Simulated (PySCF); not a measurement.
Vertical excitations of a molecule C3H8N2Si from TDDFT-PBE/def2-SVPD in PySCF, as energy in eV (oscillator strength): 3.73 (0.003), 4.69 (0.005), 5.12 (0.007), 5.52 (0.005), 5.81 (0.038), 5.97 (0.003), 6.01 (0.015), 6.06 (0.005), 6.26 (0.006), 6.37 (0.015). Lowest triplet (TDA): 3.26 eV. Geometry optimised at PBE0-D3(BJ)/def2-SVP. The values are those of a single conformer.

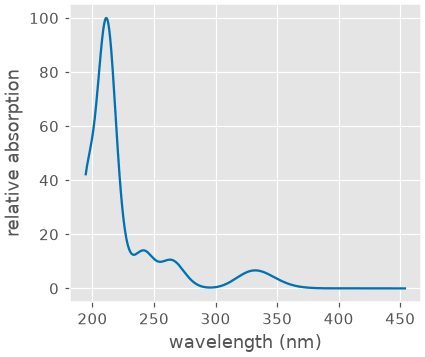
Fig. 1. The lines broadened by 0.4 eV.

### Question
Identify the compound among the candidates.
A. C[Si@]1(N)C=NC1
B. CN1C=C[Si@@H]1N
C. C[C@@H](C#N)[SiH2]N
D. N[C@@H]1CN=C1[SiH3]

### Answer
D, N[C@@H]1CN=C1[SiH3]
